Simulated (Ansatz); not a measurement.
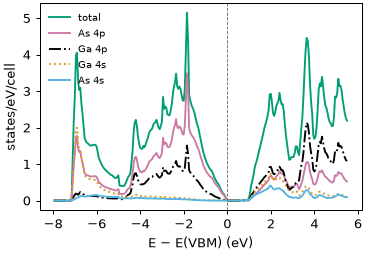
Figure: Total and projected density of states of GaAs (wurtzite, P6_3mc), plane-wave PAW LDA (Ansatz code)

Which orbitals carry the states next to the gap?

Top 1 eV of the valence band: As 4p 78 %, Ga 4p 20 %. Bottom 1 eV of the conduction band: Ga 4p 33 %, Ga 4s 26 %, As 4p 18 %, As 4s 16 %, outside the projected shells 6 %. Projections are on Löwdin-orthogonalised atomic valence shells; empty p or d shells of many metals are not among them.

Where is the tallest occupied peak in this window, and what makes it?

Near -1.8 eV, about 5.1 states/eV per cell; the largest projected share is As 4p.

The first step of the workflow began from a Materials Project structure, measured or hypothetical; the Crystallography Open Database copy checked does not list it. It is not the phase usual at ambient conditions (space group No. 216). Symmetry was held in the LDA relaxation; its stability against distortions is not shown here. Spin–orbit coupling is left out wherever it is not named.

Potentials: the earlier of the program's two PAW sets. The files were generated under PBE; for other functionals the program regenerates the frozen cores, and for LDA and PBEsol the local potential too.
